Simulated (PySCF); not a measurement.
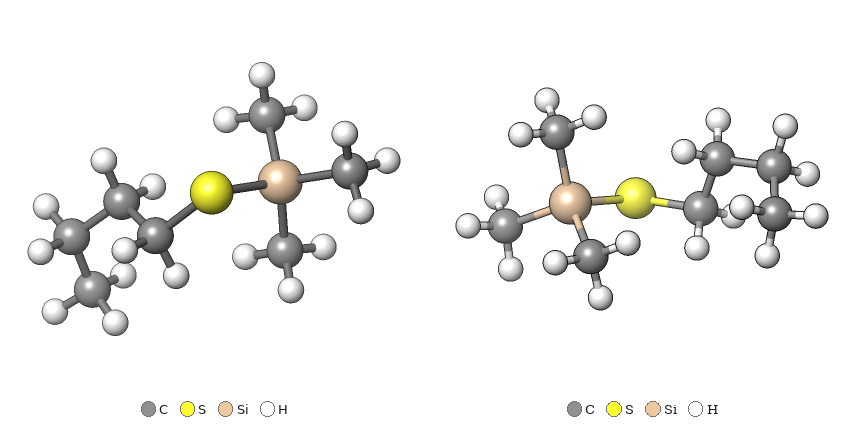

Both panels show the same species.

The computed structure is the end point of a PBE0-D3(BJ)/def2-SVP optimisation. No frequency run is at hand to confirm it as a minimum.

Identify the structure.

Formula C₇H₁₈SSi. SMILES: `CCCCS[Si](C)(C)C`. It has no ring. This geometry has C1 symmetry. Coordination: 7 C tetrahedral; 1 S bent; 1 Si tetrahedral.

The parts below concern this one geometry. Atoms keep their numbers from picture to picture.

**Shape**

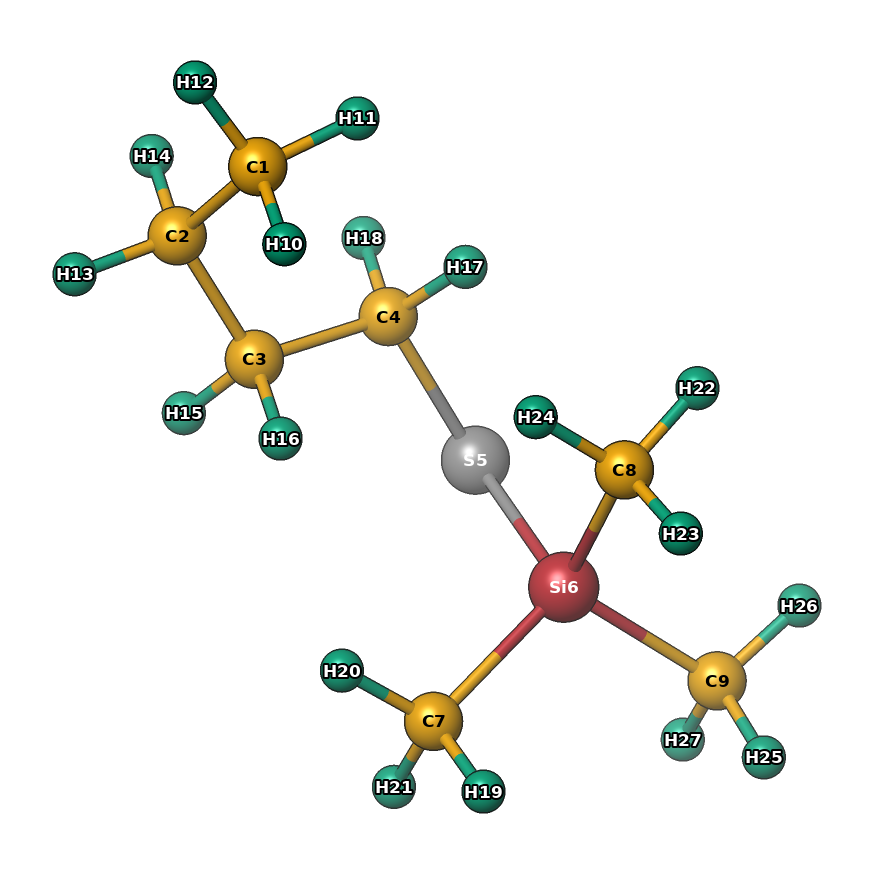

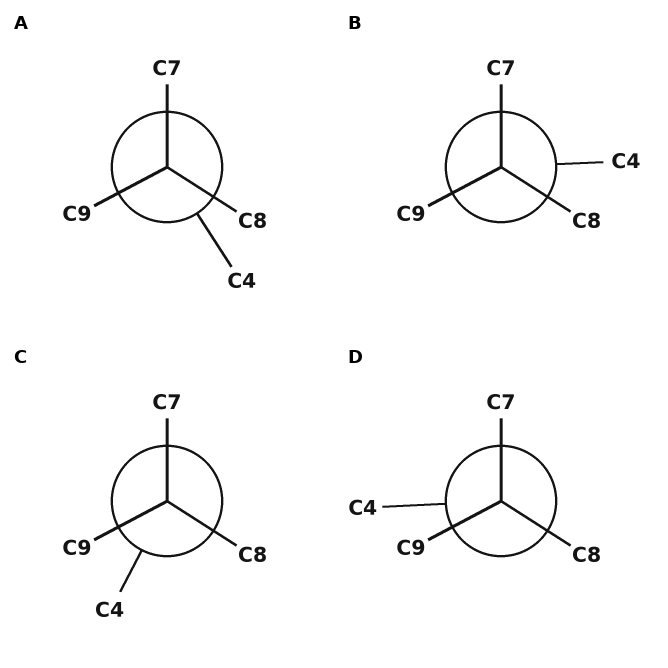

Distant atoms are faded towards the background colour. Bonds that would overlap in a projection are set slightly apart. No frequency run is at hand to confirm it as a minimum.

Question: Which Newman projection shows the view along Si6–S5, with Si6 in front?

Answer: B. The torsion angle C7–Si6–S5–C4 is 87°, about perpendicular.

**NMR shielding**

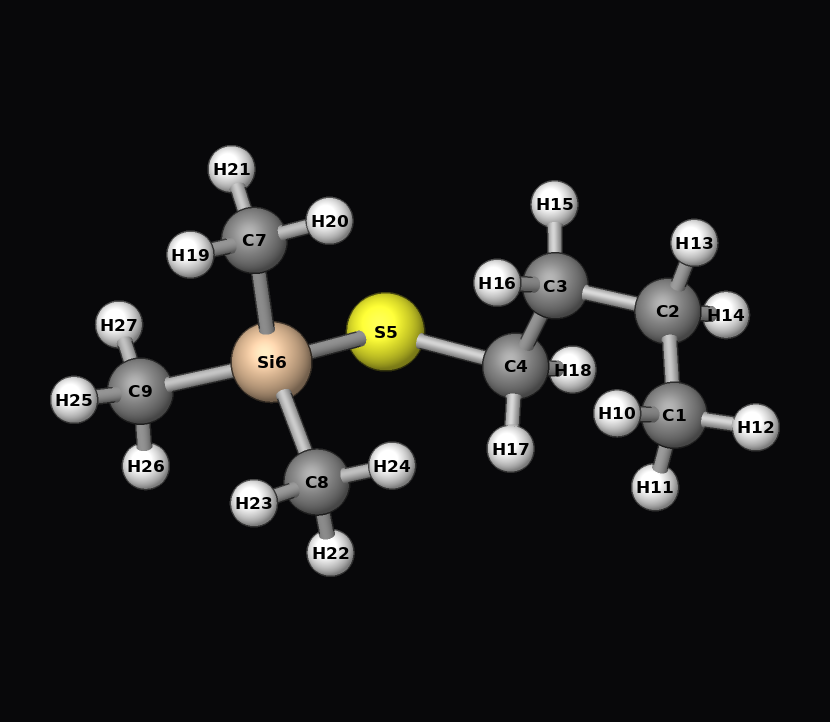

No frequency run is at hand to confirm it as a minimum. Level of theory: GIAO PBE0/pcSseg-1 NMR shielding, non-relativistic, IEF-PCM chloroform (PySCF 2.14.0). Principal shieldings σ11 ≤ σ22 ≤ σ33, span Ω = σ33 − σ11, skew κ = 3(σiso − σ22)/Ω.

Give the shielding tensors of the Si atoms.

```csv
atom,σ11,σ22,σ33,σiso,Ω,κ
Si6,305.1,331.4,352.6,329.7,47.6,−0.11
```

Shieldings and span in ppm.

**Quadrupole coupling**

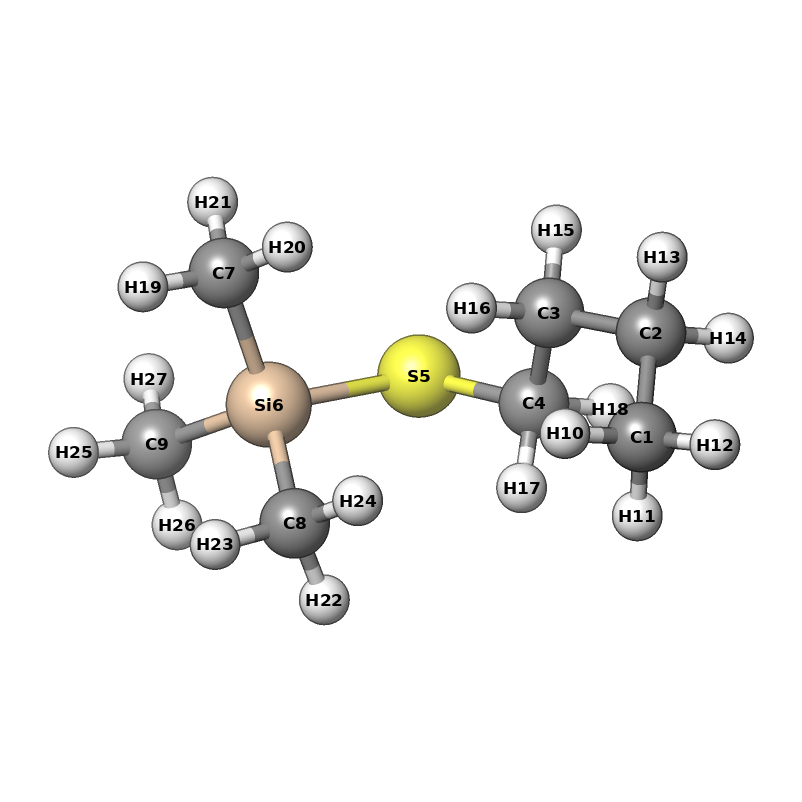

No frequency run is at hand to confirm it as a minimum. Electric field gradients from the ground-state density, PBE0/pcSseg-1 in chloroform (IEF-PCM) (PySCF 2.14.0), non-relativistic apart from any core potentials.

Give the largest field-gradient component, the quadrupole coupling constant and the asymmetry for 33S at S5 (Q = −67.81 mb), 2H at H10 (Q = 2.86 mb), 2H at H11 (Q = 2.86 mb), 2H at H12 (Q = 2.86 mb), 2H at H13 (Q = 2.86 mb).

```csv
atom,V_zz (a.u.),e²qQ/h (MHz),η
S5,−2.104,33.5,0.95
H10,0.289,0.194,0.02
H11,0.291,0.196,0.02
H12,0.293,0.197,0.02
H13,0.285,0.192,0.02
```

**Electronic properties**

No frequency run is at hand to confirm it as a minimum. Level of theory: PBE0/pcSseg-1 in chloroform (IEF-PCM) (PySCF 2.14.0).

What does the calculation give?

- dipole moment: 2.60 D
- HOMO energy (Kohn–Sham orbital): −6.62 eV
- LUMO energy (Kohn–Sham orbital): 0.81 eV
- HOMO–LUMO gap: 7.43 eV
